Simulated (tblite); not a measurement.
Frequency calculation, with input and output: CH₅O₂Si

CH₅O₂Si, multiplicity 2, computed with GFN2-xTB harmonic vibrations, gas phase (tblite 0.8.0).

It belongs to a series of runs on one base structure; here: H removed from Si.

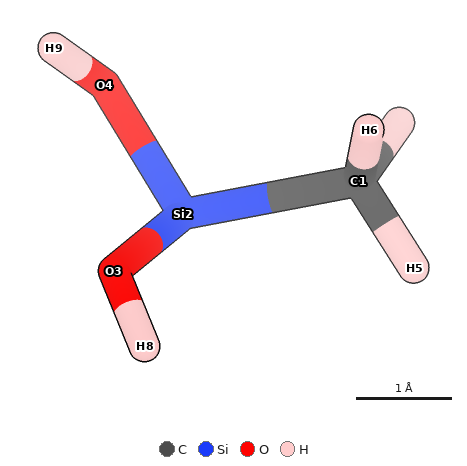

The input geometry (stick view, seen at a tilt; atoms are numbered from 1 in the order of the input). Bond lengths as drawn: C–H 1.08 to 1.09 Å, C–Si 1.91 Å, H–O 0.95 to 0.96 Å and O–Si 1.62 to 1.65 Å.

Key numbers:

| quantity | value |
| --- | --- |
| outcome | converged |
| total energy | −396.4962 eV |
| zero-point energy | 39.6640 kcal/mol |
| hardware | 1 CPU thread, shared host |
| peak memory | 0.18 GiB |

The input:
```
{"job": {"kind": "ir", "xc": "GFN2-xTB", "basis": "xTB"}, "charge": 0, "multiplicity": 2}
C      1.243365    -0.330103     0.022396
Si    -0.464373     0.137753    -0.688583
O     -1.661800    -0.636065     0.144236
O     -0.802064     1.711298    -0.469929
H      1.530717    -1.341363    -0.247096
H      1.226536    -0.261453     1.109781
H      2.009093     0.343955    -0.344467
H     -1.676718    -1.585265     0.207465
H     -1.391194     1.967238     0.241017
```

The first line tells a small driver script what to run in tblite; the rest is the geometry in Å.

Command:
```bash
OMP_NUM_THREADS=1 python <driver script> task.json out
```

Log:
```
mode    cm-1     km/mol
  1     119.4      0.05
  2     172.6     41.21
  3     215.0     34.69
  4     258.0     38.30
  5     287.8     30.18
  6     310.7    147.63
  7     684.5     14.13
  8     767.3    136.48
  9     796.6    113.31
 10     808.0     76.63
 11     823.6     49.03
 12     872.1    311.85
 13     920.9    240.67
 14    1359.0      3.99
 15    1481.2      0.62
 16    1493.9      1.10
 17    2984.1     40.30
 18    3049.5     31.92
 19    3066.4     20.23
 20    3562.8     14.12
 21    3711.8     17.45
```

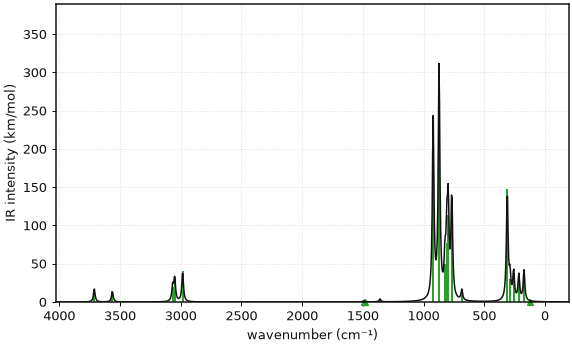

Harmonic infrared spectrum, unscaled: sticks (degenerate modes added up, dark ones marked on the axis) with a Lorentzian envelope of 16 cm⁻¹ full width, scaled to the tallest stick. 21 modes from 119 to 3712 cm⁻¹, none imaginary. The strongest line is at 872 cm⁻¹ (312 km/mol).
